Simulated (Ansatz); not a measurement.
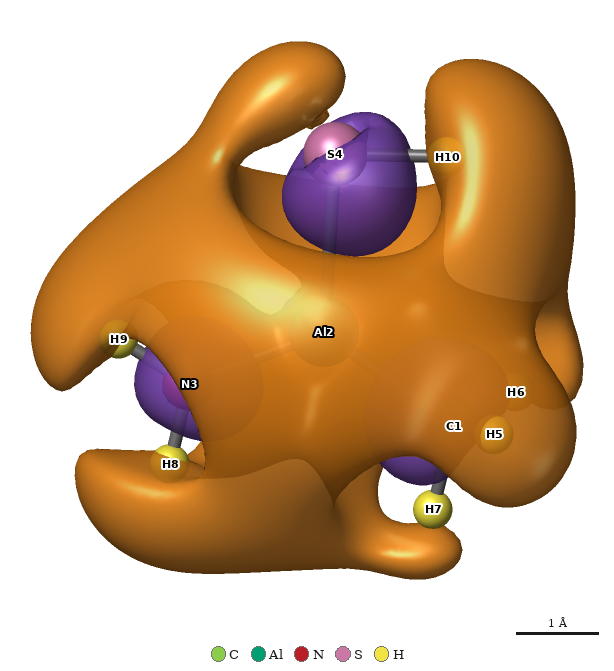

Figure 1: CH₆AlNS (SMILES [CH3][Al]([NH2])[SH]). One frontier orbital at ±0.06 Å⁻³ᐟ² (orange and purple are the two phases), seen at a tilt.

Computed with RKS PBE-D4/def2-SVP in Ansatz.

```yaml
atoms:
  - { symbol: C, position_ang: [-1.4074, 1.0548, 0.2003] }
  - { symbol: Al, position_ang: [0.2800, 0.1016, -0.0974] }
  - { symbol: N, position_ang: [0.5415, -1.5708, 0.4654] }
  - { symbol: S, position_ang: [1.9897, 1.0178, -1.1671] }
  - { symbol: H, position_ang: [-1.9509, 1.2087, -0.7561] }
  - { symbol: H, position_ang: [-1.2348, 2.0600, 0.6390] }
  - { symbol: H, position_ang: [-2.0830, 0.4995, 0.8835] }
  - { symbol: H, position_ang: [-0.1469, -2.1272, 0.9766] }
  - { symbol: H, position_ang: [1.3936, -2.1184, 0.3275] }
  - { symbol: H, position_ang: [1.3233, 2.1902, -1.3619] }
```

Question: Which orbital is it: HOMO or LUMO?

Answer: The LUMO, at −0.45 eV. By Hirshfeld shares it lies mainly on Al2 (about 40 %), S4 (about 15 %), C1 (about 10 %), N3 (about 10 %) and H10 (about 5 %).
